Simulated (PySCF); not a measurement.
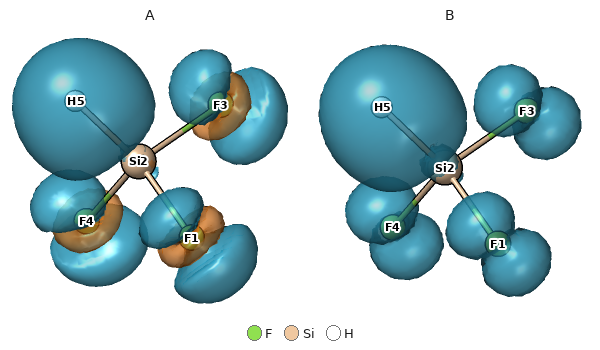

F$_{3}$HSi, SMILES `F[SiH](F)F`. The Fukui function f⁻ from two separate SCF calculations and the density of the HOMO, at ±0.03 e/Å³ (light blue positive, orange negative).

PySCF calculation, PBE0/def2-TZVP, gas phase; geometry: GFN2-xTB. No frequency check shows the geometry to be a minimum.

Geometry (Å), atoms numbered from 1:

```
F1      -1.3966   -0.3952   -0.2571
Si2     -0.0000    0.0000    0.3676
F3       1.0406   -1.0118   -0.2571
F4       0.3560    1.4071   -0.2571
H5       0.0001   -0.0000    1.7954
```

> Which panel is which, and how good is the frozen-orbital picture?

A is f⁻ (it has negative regions), B the HOMO density. The HOMO lies on H5 (34 %), Si2 (28 %) and F1, F3 and F4 (13 % each); f⁻ (Hirshfeld-condensed) is largest on H5 (0.26), Si2 (0.25) and F1, F3 and F4 (0.16 each); the vertical ionisation energy is 14.38 eV (the stability of the cation's solution wasn't checked). Relaxation shifts 10 % of the electron between atoms. The orbital energy is −11.58 eV.
